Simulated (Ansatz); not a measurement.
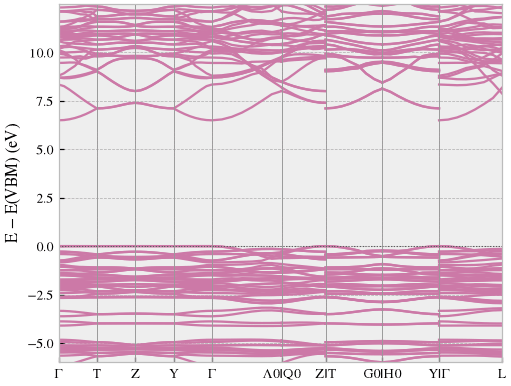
Figure: Band structure from r²SCAN in the plane-wave PAW code Ansatz

Task: Read off the gap and where the band edges lie.

Result: About 6.5 eV (6.49 eV by a search for the band edges); maximum at Γ, minimum at Γ.

The material is SiO₂ in space group I-42d (No. 122; Pearson symbol tI60).

The start of the workflow was typed in or built on a structure type; the Crystallography Open Database copy checked does not list it. It is not the phase usual at ambient conditions (space group No. 92, 152, 154). Symmetry was held in the r²SCAN relaxation; whether a distortion lowers the energy is not shown. Point labels and valley counts follow the cell and symmetry of the run, lower than the named group.

Potentials: the later of the program's two PAW sets.
